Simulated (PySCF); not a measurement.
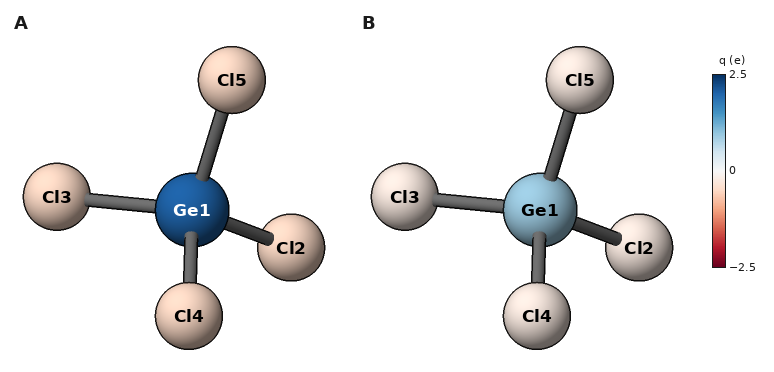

Atomic charges of one calculation by 2 schemes, on one colour scale. The geometry was computed by an optimisation with PBE0/def2-TZVP. Computed with PBE0/def2-TZVP (PySCF 2.14.0).

**The schemes are Mulliken, atomic polar tensor. Which panel shows which?**

A atomic polar tensor, B Mulliken.

List the charges (e), one line for each set of equivalent atoms.

```
          atom  atomic polar tensor  Mulliken
           Ge1                 2.02      0.92
Cl2, Cl3, Cl4…                −0.50     −0.23
```
